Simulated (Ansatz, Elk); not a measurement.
**How far do independent atoms describe Cu3HgS4?**

Structure refinements treat a crystal as free atoms side by side. For a made-up structure of Cu3HgS4 (cell and positions from a PBE relaxation) the runs below show what the calculated density changes in F(hkl).

Program: Elk 11.2.3 (patched build). Level of theory: DFT, PBE, all-electron APW+lo, Dirac cores, scalar-relativistic bands, static density, no spin. Results are calculated unless marked as measured.

The structure was built from a prototype and need not be the compound's stable phase.

**1. The starting structure**

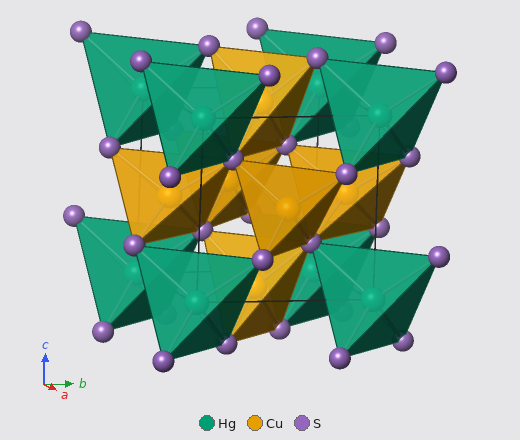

The starting structure, seen slightly off an axis (mercury teal, copper orange, sulfur purple). Some periodic images of atoms are drawn too.

**2. Ground state and structure factors**

An all-electron density is needed, since X-rays see the cores too. Task 0 finds the density and task 195 Fourier-transforms it; tshift is off so that phases refer to the origin typed.

Contents of elk.in:

```
tasks
  0
  195

xctype
  20

spinpol
  .false.

rgkmax
  7.0

gmaxvr
  14.0

lmaxo
  7

lmaxapw
  8

swidth
  0.002

tshift
  .false.

ramdisk
  .false.

hmaxvr
  5.5

maxscl
  120

epspot
  1e-06

sppath
  './'

avec
  10.19676840032 -0.00000000000 -0.00000000000
  -0.00000000000 10.19676840032 0.00000000000
  0.00000000000 0.00000000000 10.19676840032

atoms
  3
  'Hg.in'
  1
  -0.0000000000 0.0000000000 -0.0000000000   0.000000 0.000000 0.000000
  'Cu.in'
  3
  0.5000000000 0.0000000000 0.5000000000   0.000000 0.000000 0.000000
  0.5000000000 0.5000000000 -0.0000000000   0.000000 0.000000 0.000000
  -0.0000000000 0.5000000000 0.5000000000   0.000000 0.000000 0.000000
  'S.in'
  4
  0.2710092634 0.2710092634 0.2710092634   0.000000 0.000000 0.000000
  0.2710092634 0.7289907366 0.7289907366   0.000000 0.000000 0.000000
  0.7289907366 0.2710092634 0.7289907366   0.000000 0.000000 0.000000
  0.7289907366 0.7289907366 0.2710092634   0.000000 0.000000 0.000000

ngridk
  4 4 4
```

On the command line:

```sh
$ OMP_NUM_THREADS=4 elk
```

Numbers of over 12 decimals in the logs are rounded to 6 here.

The log of the run:

```text
┌─────────────────────────┐
│ Elk code version 11.2.3 │
└─────────────────────────┘

All units are atomic (Hartree, Bohr, etc.)

┌─────────────────────────────────────────────────┐
│ Ground-state run starting from atomic densities │
└─────────────────────────────────────────────────┘

Lattice vectors :
   10.19676840      -0.000000000      -0.000000000
  -0.000000000       10.19676840       0.000000000
   0.000000000       0.000000000       10.19676840

Reciprocal lattice vectors :
  0.6161937842       0.000000000      -0.000000000
   0.000000000      0.6161937842      -0.000000000
   0.000000000       0.000000000      0.6161937842

Unit cell volume      :    1060.199673
Brillouin zone volume :   0.2339655631

Muffin-tin inner radius fraction :   0.1000000000E-01

Nuclei treated as point charges

Species : 1 (Hg)
 parameters loaded from : Hg.in
 name : mercury
 nuclear charge    :   -80.00000000
 electronic charge :    80.00000000
 atomic mass :    365653.2015
 muffin-tin radius :    2.742650028
 number of radial points in muffin-tin :   1393
 inner part over the whole radius :   0.9969392046E-02
 number on inner part of muffin-tin    :   1000
 approximate nuclear radius :   0.1038385165E-03
 number of mesh points to nuclear radius :    525
 atomic positions (lattice), magnetic fields (Cartesian) :
  1 :   0.00000000  0.00000000  0.00000000    0.00000000  0.00000000  0.00000000

Species : 2 (Cu)
 parameters loaded from : Cu.in
 name : copper
 nuclear charge    :   -29.00000000
 electronic charge :    29.00000000
 atomic mass :    115837.2717
 muffin-tin radius :    2.220459623
 number of radial points in muffin-tin :    993
 inner part over the whole radius :   0.9964152180E-02
 number on inner part of muffin-tin    :    700
 approximate nuclear radius :   0.7406004541E-04
 number of mesh points to nuclear radius :    338
 atomic positions (lattice), magnetic fields (Cartesian) :
  1 :   0.50000000  0.00000000  0.50000000    0.00000000  0.00000000  0.00000000
  2 :   0.50000000  0.50000000  0.00000000    0.00000000  0.00000000  0.00000000
  3 :   0.00000000  0.50000000  0.50000000    0.00000000  0.00000000  0.00000000

Species : 3 (S)
 parameters loaded from : S.in
 name : sulphur
 nuclear charge    :   -16.00000000
 electronic charge :    16.00000000
 atomic mass :    58450.91931
 muffin-tin radius :    1.993731551
 number of radial points in muffin-tin :    793
 inner part over the whole radius :   0.9995140093E-02
 number on inner part of muffin-tin    :    553
 approximate nuclear radius :   0.6195814986E-04
 number of mesh points to nuclear radius :    252
 atomic positions (lattice), magnetic fields (Cartesian) :
  1 :   0.27100926  0.27100926  0.27100926    0.00000000  0.00000000  0.00000000
  2 :   0.27100926  0.72899074  0.72899074    0.00000000  0.00000000  0.00000000
  3 :   0.72899074  0.27100926  0.72899074    0.00000000  0.00000000  0.00000000
  4 :   0.72899074  0.72899074  0.27100926    0.00000000  0.00000000  0.00000000

Total number of atoms per unit cell :    8
Total muffin-tin volume :    356.7766846
 ratio of muffin-tin to unit cell volume :   0.3365183879

Spin treatment :
 spin-unpolarised

Number of Bravais lattice symmetries :   48
Number of crystal symmetries         :   24
Crystal has no inversion symmetry
Complex Hermitian eigensolver will be used

k-point grid :      4     4     4
k-point offset :    0.000000000       0.000000000       0.000000000
k-point set is reduced with full crystal symmetry group
Total number of k-points :       11

Muffin-tin radius times maximum |G+k| :    7.000000000
 using average radius
Maximum |G+k| for APW functions       :    3.222288087
Maximum (1/2)|G+k|²                   :    5.191570259
Maximum |G| for potential and density :    14.00000000
Constant for pseudocharge density :   10
 order of it for each species :   17  17  17
 order of it for pair densities of each species (exact exchange by exxq0 0: 18) :   15  10   7
Radial integration step length :    1

[...]
electron entropic           :    -0.38454179784096E-02
 total energy                :     -26224.669711377

Density of states at Fermi energy :    312.2062286
 (states/Hartree/unit cell)

Estimated indirect band gap :   0.1105578440E-02
 from k-point 5 to k-point 4
Estimated direct band gap   :   0.1861806744E-02
 at k-point 5

Charges :
 core                        :    138.0000000
 valence                     :    93.00000000
 interstitial                :    14.22323522
 muffin-tins (core leakage)
  species : 1 (Hg)
[...]
species : 2 (Cu)
[...]
species : 3 (S)
[...]
total in muffin-tins        :    216.7767648
 total calculated charge     :    230.9960718
 total charge                :    231.0000000
 error                       :   0.3928222986E-02

RMS change in Kohn-Sham potential (target) :   0.4953752620     (  0.1000000000E-05)
Absolute change in total energy (target)   :   0.6882489740     (  0.1000000000E-03)

[... loops 3 to 16 left out ...]

┌──────────────────┐
│ Loop number : 17 │
└──────────────────┘

Energies :
 Fermi                       :     0.148594
 sum of occupied eigenvalues :     -15865.722784172
 electron kinetic            :      29343.457490784
 core electron kinetic       :      28530.360733347
 Coulomb                     :     -54888.064021585
 Coulomb potential           :     -44323.852934194
 nuclear-nuclear             :     -2262.3431554347
 electron-nuclear            :     -60968.689371600
 Hartree                     :      8342.9685054497
 Madelung                    :     -32726.137554488
 xc potential                :     -885.32734076180
 exchange                    :     -667.50622447582
 correlation                 :     -11.617779137003
 electron entropic           :    -0.33308935085348E-02
 total energy                :     -26223.733865307

Density of states at Fermi energy :    272.2129654
 (states/Hartree/unit cell)

Estimated indirect band gap :   0.2012970287E-02
 from k-point 10 to k-point 5
Estimated direct band gap   :   0.9586105720E-02
 at k-point 10

Charges :
 core                        :    138.0000000
 valence                     :    93.00000000
 interstitial                :    13.14632109
 muffin-tins (core leakage)
  species : 1 (Hg)
[...]
species : 2 (Cu)
[...]
species : 3 (S)
[...]
total in muffin-tins        :    217.8536789
 total calculated charge     :    230.9962742
 total charge                :    231.0000000
 error                       :   0.3725829970E-02

RMS change in Kohn-Sham potential (target) :   0.9158823204E-07 (  0.1000000000E-05)
Absolute change in total energy (target)   :   0.2724545993E-04 (  0.1000000000E-03)

Convergence targets achieved

┌──────────────────┐
│ Loop number : 18 │
└──────────────────┘

Energies :
 Fermi                       :     0.148594
 sum of occupied eigenvalues :     -15865.722796062
 electron kinetic            :      29343.457480088
 core electron kinetic       :      28530.360726007
 Coulomb                     :     -54888.064019592
 Coulomb potential           :     -44323.852935794
 nuclear-nuclear             :     -2262.3431554347
 electron-nuclear            :     -60968.689366173
 Hartree                     :      8342.9685020158
 Madelung                    :     -32726.137551694
 xc potential                :     -885.32734035637
 exchange                    :     -667.50622421325
 correlation                 :     -11.617779139859
 electron entropic           :    -0.33308938216425E-02
 total energy                :     -26223.733873750

Density of states at Fermi energy :    272.2129934
 (states/Hartree/unit cell)

Estimated indirect band gap :   0.2012972247E-02
 from k-point 10 to k-point 5
Estimated direct band gap   :   0.9586100680E-02
 at k-point 10

Charges :
 core                        :    138.0000000
 valence                     :    93.00000000
 interstitial                :    13.14632155
 muffin-tins (core leakage)
  species : 1 (Hg)
[...]
species : 2 (Cu)
[...]
species : 3 (S)
[...]
atom 2                    :    13.85932791     (  0.2747804919E-03)
   atom 3                    :    13.85932791     (  0.2747804919E-03)
   atom 4                    :    13.85932791     (  0.2747804919E-03)
 total in muffin-tins        :    217.8536784
 total calculated charge     :    230.9962742
 total charge                :    231.0000000
 error                       :   0.3725829606E-02

┌──────────────────────────────┐
│ Self-consistent loop stopped │
└──────────────────────────────┘

Warning : core states of species 2 leak from the muffin-tin :   0.4259009036E-03

Warning : core states of species 3 leak from the muffin-tin :   0.2747804919E-03

Wrote STATE.OUT
```

It took 75 s on 4 threads of Arm Neoverse V1, shared host; peak memory 0.32 GiB; 3.4 min of CPU time.

SFACRHO.OUT:

```text

h k l indices transformed by vhmat matrix:
   1.000000000       0.000000000       0.000000000    
   0.000000000       1.000000000       0.000000000    
   0.000000000       0.000000000       1.000000000    

      h      k      l  multipl.   |H|            Re(F)            Im(F)           |F|

      0      0      0      1   0.0000000       231.00000      0.71865992E-15   231.00000    
      0      0      1      6  0.61619378       41.515754      0.27587299E-13   41.515754    
      0     -1      1     12  0.87142961       48.604608      0.36783065E-14   48.604608    
     -1     -1     -1      4   1.0672789       145.39115       48.262928       153.19235    
      1     -1     -1      4   1.0672789       145.39115      -48.262928       153.19235    
      0      0     -2      6   1.2323876       95.724624      0.55174598E-14   95.724624    
     -1     -2      0     24   1.3778512       50.019929     -0.27587299E-13   50.019929    
     -2      1      1     12   1.5093604       42.849100      -10.731826       44.172587    
      1      2      1     12   1.5093604       42.849100       10.731826       44.172587    
     -2      2      0     12   1.7428592       161.83861     -0.89197786E-14   161.83861    
     -2      1     -2     12   1.8485814       36.821263      -2.4932814       36.905580    
      2      1     -2     12   1.8485814       36.821263       2.4932814       36.905580    
     -3      0      0      6   1.8485814       55.893412     -0.62531211E-13   55.893412    
      0      3     -1     24   1.9485758       38.963518     -0.14713226E-13   38.963518    
      3     -1      1     12   2.0436836       117.80325      -32.173307       122.11768    
      1     -3     -1     12   2.0436836       117.80325       32.173307       122.11768    
      2      2      2      4   2.1345579       84.115688      0.10346493       84.115752    
      2      2     -2      4   2.1345579       84.115688     -0.10346493       84.115752
```

Elk indexes on the primitive cell of elk.in and gives |H| = 4π sin θ/λ in inverse bohr. Below, one row stands for each form hkl of the conventional cell (m members, Friedel mates merged), F is for one primitive cell and the density is static (no thermal factor). Free-atom factors are Waasmaier and Kirfel's, and R is Σm||F|−|F'||/Σm|F|.

| hkl | m | sin θ/λ (Å⁻¹) | abs F, DFT | neutral atoms | diff. | abs of complex diff. |
| --- | --- | --- | --- | --- | --- | --- |
| 100 | 6 | 0.093 | 41.516 | 41.653 | -0.138 | 0.138 |
| 110 | 12 | 0.131 | 48.605 | 48.605 | -0.001 | 0.001 |
| 111 | 8 | 0.161 | 153.192 | 153.769 | -0.576 | 0.933 |
| 200 | 6 | 0.185 | 95.725 | 97.038 | -1.313 | 1.313 |
| 210 | 24 | 0.207 | 50.020 | 49.732 | +0.288 | 0.288 |
| 211 | 24 | 0.227 | 44.173 | 43.925 | +0.248 | 0.250 |
| 220 | 12 | 0.262 | 161.839 | 162.937 | -1.098 | 1.098 |
| 221 | 24 | 0.278 | 36.906 | 36.654 | +0.252 | 0.259 |
| 300 | 6 | 0.278 | 55.893 | 55.677 | +0.216 | 0.216 |
| 310 | 24 | 0.293 | 38.964 | 38.734 | +0.230 | 0.230 |
| 311 | 24 | 0.307 | 122.117 | 123.076 | -0.959 | 0.960 |
| 222 | 8 | 0.321 | 84.116 | 84.625 | -0.510 | 0.725 |
| 320 | 24 | 0.334 | 26.476 | 26.313 | +0.163 | 0.163 |
| 321 | 48 | 0.347 | 41.195 | 41.067 | +0.128 | 0.142 |
| 400 | 6 | 0.371 | 135.197 | 135.713 | -0.516 | 0.516 |
| 410 | 24 | 0.382 | 33.813 | 33.766 | +0.047 | 0.047 |
| 322 | 24 | 0.382 | 49.080 | 49.005 | +0.075 | 0.125 |
| 330 | 12 | 0.393 | 41.757 | 41.767 | -0.011 | 0.011 |
| 411 | 24 | 0.393 | 40.778 | 40.674 | +0.105 | 0.135 |
| 331 | 24 | 0.404 | 104.985 | 105.001 | -0.016 | 0.073 |
| 420 | 24 | 0.414 | 74.847 | 74.865 | -0.018 | 0.018 |
| 421 | 48 | 0.425 | 39.593 | 39.601 | -0.008 | 0.011 |

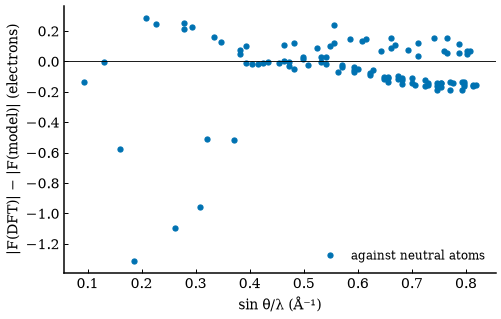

Difference between the calculated structure factors and the independent-atom ones.

**3. The highest occupied states alone**

An energy window below the Fermi level keeps the highest occupied states, to see at which angles they scatter; shallow core shells can lie inside it and anion s states outside. No new self-consistency is needed.

Changes to elk.in since step 2:

```diff
@@ -1,3 +1,2 @@
 tasks
-  0
   195
@@ -40,2 +39,5 @@
 
+wsfac
+  -0.402650 0.448590
+
 sppath
```

On the command line:

```sh
$ OMP_NUM_THREADS=4 elk
```

The log of the run:

```text
┌─────────────────────────────────┐
│ Elk code version 11.2.3 started │
└─────────────────────────────────┘

Info(readinput): the functional depends on the density's gradient
 muffin-tin radial points multiplied by    2.00000
 (not where nrmtscf is given)

┌────────────────────┐
│ Current task : 195 │
└────────────────────┘
Info(checkmt): changed muffin-tin radius of species 1 (Hg) from   2.8000 to   2.7427
Info(checkmt): changed muffin-tin radius of species 2 (Cu) from   2.4000 to   2.2205
Info(checkmt): changed muffin-tin radius of species 3 (S) from   2.2000 to   1.9937

Info(sfacrho): density structure factors written to SFACRHO.OUT

 Energy window :  -0.4026500000      0.4485900000

┌──────────────────┐
│ Elk code stopped │
└──────────────────┘
```

It took 26 s on 4 threads; peak memory 0.24 GiB; 30 s of CPU time.

States within 15 eV below the Fermi level hold 69.00 electrons; any levels below the window count with the cores. Their amplitudes can exceed the total, where window and core parts have opposite phase:

| hkl | sin θ/λ (Å⁻¹) | abs F, window | abs F, all |
| --- | --- | --- | --- |
| 100 | 0.093 | 2.537 | 41.516 |
| 110 | 0.131 | 0.602 | 48.605 |
| 111 | 0.161 | 31.533 | 153.192 |
| 200 | 0.185 | 18.474 | 95.725 |
| 210 | 0.207 | 1.290 | 50.020 |
| 211 | 0.227 | 2.747 | 44.173 |
| 220 | 0.262 | 21.084 | 161.839 |
| 221 | 0.278 | 3.017 | 36.906 |
| 300 | 0.278 | 2.109 | 55.893 |
| 310 | 0.293 | 2.935 | 38.964 |

**4. Another functional**

The difference from free atoms is small, so it is set against the change that PBEsol makes.

Changes to elk.in since step 3:

```diff
@@ -1,2 +1,3 @@
 tasks
+  0
   195
@@ -4,3 +5,3 @@
 xctype
-  20
+  22
 
@@ -39,5 +40,2 @@
 
-wsfac
-  -0.402650 0.448590
-
 sppath
```

On the command line:

```sh
$ OMP_NUM_THREADS=4 elk
```

The log of the run:

```text
┌─────────────────────────┐
│ Elk code version 11.2.3 │
└─────────────────────────┘

All units are atomic (Hartree, Bohr, etc.)

┌─────────────────────────────────────────────────┐
│ Ground-state run starting from atomic densities │
└─────────────────────────────────────────────────┘

Lattice vectors :
   10.19676840      -0.000000000      -0.000000000
  -0.000000000       10.19676840       0.000000000
   0.000000000       0.000000000       10.19676840

Reciprocal lattice vectors :
  0.6161937842       0.000000000      -0.000000000
[...]
atom 4                    :    13.83692767     (  0.2767006276E-03)
 total in muffin-tins        :    217.7780862
 total calculated charge     :    230.9962543
 total charge                :    231.0000000
 error                       :   0.3745661469E-02

┌──────────────────────────────┐
│ Self-consistent loop stopped │
└──────────────────────────────┘

Warning : core states of species 2 leak from the muffin-tin :   0.4341271399E-03

Warning : core states of species 3 leak from the muffin-tin :   0.2767006276E-03

Warning : degenerate sets left as the solver has them : 39

Wrote STATE.OUT
[key lines of the parts left out:]
total energy                :     -26211.824463162
```

Run time: 70 s. Hardware: 4 threads; peak memory 0.31 GiB; 3.1 min of CPU time.

Against the first run R = 0.02 %; the largest change is -0.054 at 111.

**5. Basis size**

A smaller basis shows how fast F responds to it; the change is likely larger than the basis error of the first run, but doesn't show convergence.

Changes to elk.in since step 4:

```diff
@@ -5,3 +5,3 @@
 xctype
-  22
+  20
 
@@ -11,3 +11,3 @@
 rgkmax
-  7.0
+  5.5
```

On the command line:

```sh
$ OMP_NUM_THREADS=4 elk
```

The log of the run:

```text
┌─────────────────────────┐
│ Elk code version 11.2.3 │
└─────────────────────────┘

All units are atomic (Hartree, Bohr, etc.)

┌─────────────────────────────────────────────────┐
│ Ground-state run starting from atomic densities │
└─────────────────────────────────────────────────┘

Lattice vectors :
   10.19676840      -0.000000000      -0.000000000
  -0.000000000       10.19676840       0.000000000
   0.000000000       0.000000000       10.19676840

Reciprocal lattice vectors :
  0.6161937842       0.000000000      -0.000000000
[...]
species : 3 (S)
[...]
atom 3                    :    13.82419328     (  0.2732095950E-03)
   atom 4                    :    13.82419328     (  0.2732095950E-03)
 total in muffin-tins        :    217.5499359
 total calculated charge     :    230.9965261
 total charge                :    231.0000000
 error                       :   0.3473870730E-02

┌──────────────────────────────┐
│ Self-consistent loop stopped │
└──────────────────────────────┘

Warning : core states of species 2 leak from the muffin-tin :   0.4259962541E-03

Warning : core states of species 3 leak from the muffin-tin :   0.2732095950E-03

Wrote STATE.OUT
[key lines of the parts left out:]
total energy                :     -26223.507624182
```

It took 51 s on 4 threads; peak memory 0.29 GiB; 1.9 min of CPU time.

Against the first run R = 0.02 %; the largest change is +0.105 at 400.

**6. Settings against the effect**

| run | R against the first run (%) | R against neutral atoms, low angle (%) | wall time |
| --- | --- | --- | --- |
| PBE, rgkmax 7 | 0.00 | 0.58 | 75 s |
| PBEsol | 0.02 | 0.59 | 70 s |
| rgkmax 5.5 | 0.02 | 0.61 | 51 s |

**7. Summary of results**

```yaml
r_against_neutral_atoms_sin_theta_lambda_0p3_a_minus1: 0.58 %
r_against_neutral_atoms_0p3_to_0p82_a_minus1: 0.25 %
```

**Reading.** Independent neutral atoms miss the calculated amplitudes by R = 0.58 % below 0.3 Å⁻¹ and 0.25 % from there to 0.82 Å⁻¹; by shells, 0.10 % below 0.15 Å⁻¹ (2 forms), 0.63 % 0.15 to 0.3 (8 forms), 0.27 % 0.3 to 0.45 (13 forms), 0.25 % above 0.45 (81 forms). Bonding, aspherical density and the tables' own atoms all enter these figures, and the runs don't part them. The largest change of an amplitude is -1.31 electrons, at 200. R counts amplitudes alone; phases shift too. The window's part falls from 69.0 electrons at the origin to at most 7.12 between 0.45 and 0.82 Å⁻¹, where compact states inside the window still scatter. Below 0.3 Å⁻¹ the changes that finished (PBEsol and rgkmax 5.5) move F by R = 0.03 % at most, against the 0.58 % that separates it from free atoms. The k-mesh has no finished test. These runs have no spin, though d or f shells may be open. The electron count is odd, so without spin the run is a metal by force. Spin-orbit coupling is left out, which can matter for elements this heavy. Part of the difference isn't bonding: the tables are fits to free atoms and ions calculated by other methods than this functional. Thermal motion, anomalous dispersion and extinction are left out.

[Logs are printed without paths, hosts, clocks, repeated set-up lines and the standing remarks that a program may print on its own settings, such as how far it seeks lower states.]

[Hosts, paths, dates, database ids (printed as entryN), source tags and the programs' standing remarks are cut or masked in the printed files.]
